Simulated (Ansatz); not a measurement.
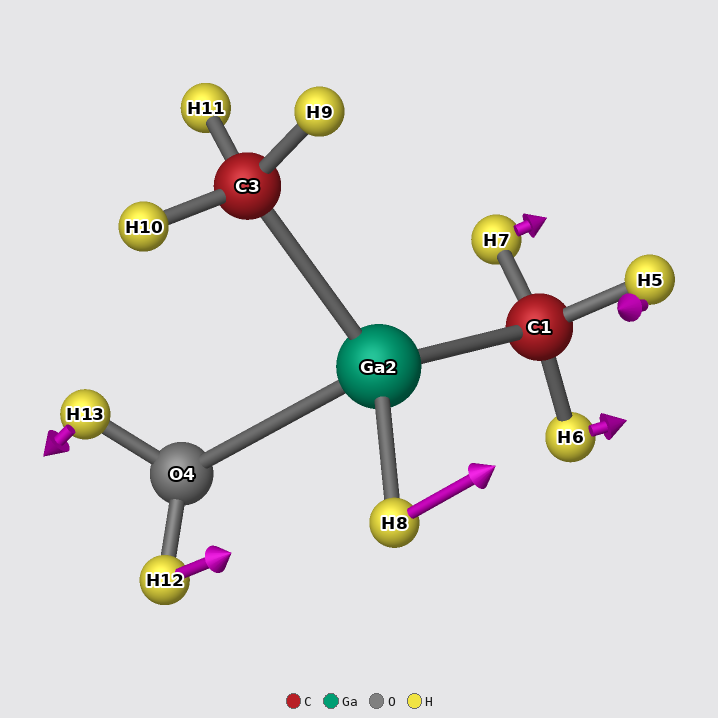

The arrows show one normal mode. Harmonic vibrations computed with RKS PBE0-D4/def2-TZVP (Ansatz 0.2.0) at a stationary point of the same level.

### Describe the motion.

Mostly angle bending.

### At what wavenumber does it lie?

619 cm⁻¹; it is mode 13 of 33 counted from the lowest.
